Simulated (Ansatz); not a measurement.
```
atom    x (Å)    y (Å)    z (Å)
   C   0.0332  -1.2027  -1.1495
   C  -0.1325   0.2819  -1.1456
   C  -0.4457   1.0451  -0.0726
  Al  -0.6999   0.1591   1.5757
   H  -0.1297  -1.6561  -0.1514
   H   1.0410  -1.4865  -1.4768
   H  -0.6724  -1.6768  -1.8429
   H   0.0187   0.7727  -2.1095
   H  -0.5437   2.1244  -0.1740
   H  -0.9139  -0.5569   2.9471
```

Geometry: B3LYP/6-31G*.

All numbers below come from Ansatz, isolated molecule in a Gaussian basis; Kohn-Sham density functional theory, functional PBE0.

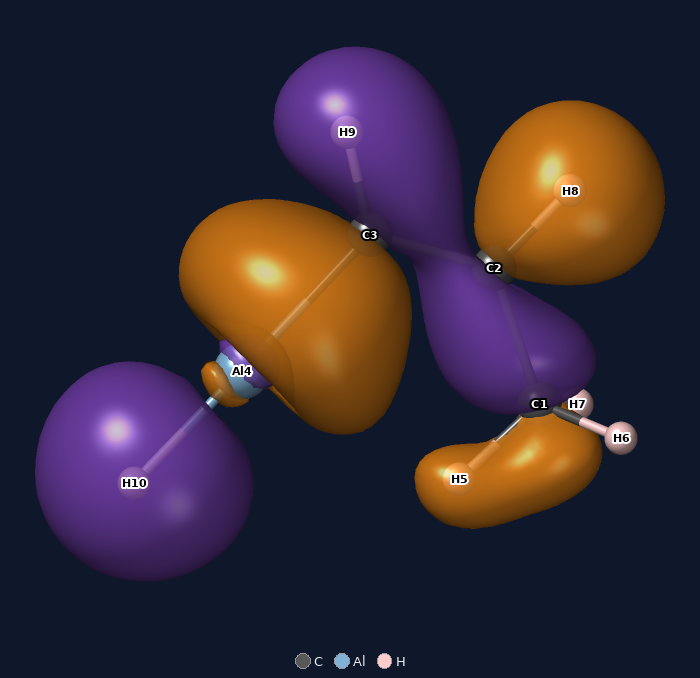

C$_{3}$H$_{6}$Al (SMILES C/C=[CH]\[AlH+]) (charge +1). The HOMO−1 at ±0.08 Å⁻³ᐟ² (orange and purple are the two phases), seen at a tilt.

**Where does this orbital lie, and at what energy?**

By Hirshfeld shares it lies mainly on C3 (about 30 %), Al4 (about 20 %), C2 (about 15 %), H10 (about 10 %), H8 (about 10 %) and H9 (about 5 %). Its energy is −13.99 eV.
